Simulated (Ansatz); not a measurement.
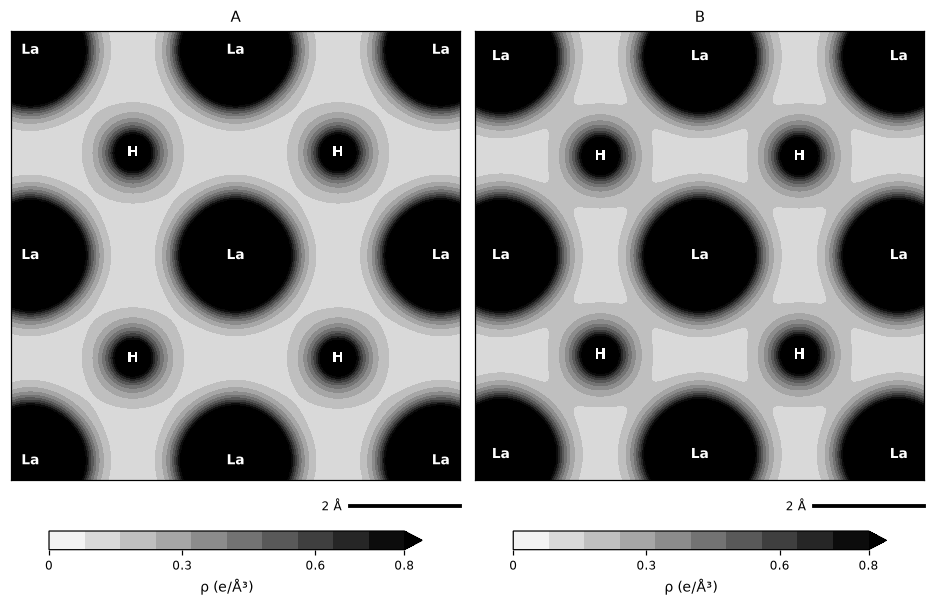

LaH. The valence electron density of two cells that differ in size, on the (101) plane of each (indices in the axes of the calculation cell), at one length scale and on one colour scale: A has 18.2 Å³ an atom and B 16.6.

Computed with DFT PBE, scalar-relativistic, plane waves, PAW in Ansatz 0.2.0.

What does the compression do to the bonding and the properties?

From the larger cell to the smaller, La–H goes from 2.63 to 2.55 Å, and the density at its midpoint from 0.23 to 0.28 e/Å³; the pressure goes from 0.0 to 6 GPa.
